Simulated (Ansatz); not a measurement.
**Hypothetical P6_422 AlP: carrier doping**

Take AlP (space group P6_422, No. 181; a = 3.8509 Å, c = 8.6903 Å; a hypothetical phase, not in the database extracts checked) as the base.

Carriers are added at fixed cell with a uniform background; the Fermi–Dirac width is that of 300 K.

All numbers come from PBE (Ansatz, a program for electronic structure, PAW, without spin-orbit coupling).

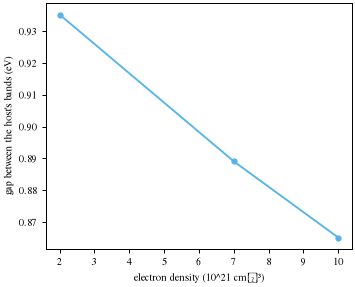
Gap between the host's bands against electron density

**Question.** From the plot, what is the gap between the host's bands for electrons 1.0×10^22 cm⁻³?

**Answer.** About 0.87 eV.

**Question.** Is the trend monotonic over the range shown?

**Answer.** Yes, it falls throughout, spanning 0.87 eV to 0.94 eV.

Carriers are added with a uniform compensating background; total energy and stress of such cells depend on the potential's zero and are not compared; many-body gap narrowing is missing at this level. No phonon test of stability was made. The base started in P3_121 and relaxed to P6_422 at this level.
